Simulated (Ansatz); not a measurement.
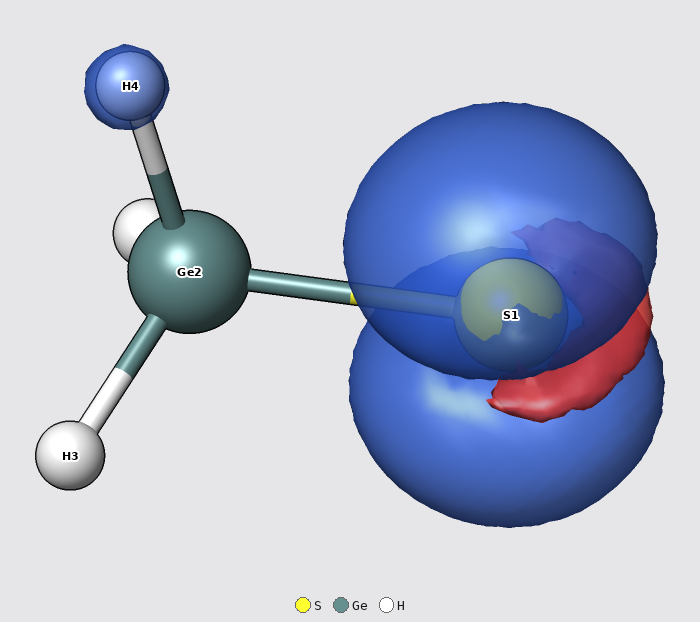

GeH$_{3}$S (SMILES [S][GeH3]) (doublet). Isosurfaces of the spin density at +0.03 (blue) and −0.03 e/Å³ (red), seen at a tilt.

The fields and orbitals are those of the mean-field reference, not of the correlated method.

The calculation used Ansatz, SCF PBE-QIDH, Gaussian basis.

```xyz
5

S     1.4079   -0.3525    1.5165
Ge   -0.0957    0.0095   -0.0973
H    -1.0492    1.2018    0.2601
H     0.7304    0.3426   -1.4195
H    -0.9436   -1.2751   -0.3012
```

Question: Describe the spin distribution.

Answer: The unpaired spin (1 electron) lies mostly on S1 (about 0.9), in electrons by Hirshfeld's partition.
